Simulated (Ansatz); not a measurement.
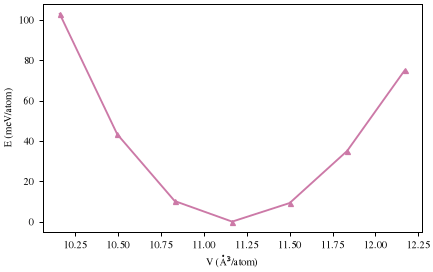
Figure: Ta4N5 in space group I4/m (No. 87; Ta on 8h, N on 2b, N on 8h) under volume change, the program Ansatz at the r²SCAN level (PAW), shape and atoms relaxed at each volume.

What does a third-order Birch–Murnaghan fit give for V₀, B₀ and B′?

V₀ = 11.17 Å³/atom, B₀ = 308 GPa, B′ = 4.3.

The first step of the workflow began from a Materials Project structure, measured or hypothetical; the Crystallography Open Database copy checked does not list it. Its standing as an ambient phase is unchecked. The r²SCAN relaxation kept the symmetry of its start; its stability against distortions is not shown here. The run is not spin-polarised. Scalar-relativistic: spin–orbit coupling is off unless named, which matters more the heavier the elements.

Potentials: the later of the program's two PAW sets.
